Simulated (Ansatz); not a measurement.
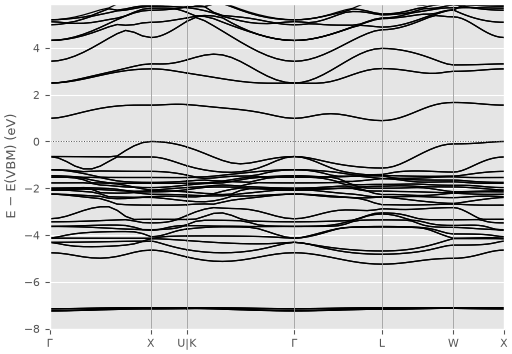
Figure: Band structure from plane-wave PAW PBEsol with spin–orbit coupling (Ansatz code)

Task: Read off the gap and where the band edges lie.

Result: About 0.9 eV (0.89 eV by a search for the band edges); maximum at X, minimum at L.

The material is Cs2AgBiBr6 in space group Fm-3m (No. 225; Bi on 4a, Ag on 4b, Cs on 8c, Br on 24e).

Symmetry was held in the PBEsol relaxation; phonons show weakly imaginary modes. No spin polarisation was allowed.

Potentials: the later of the program's two PAW sets.
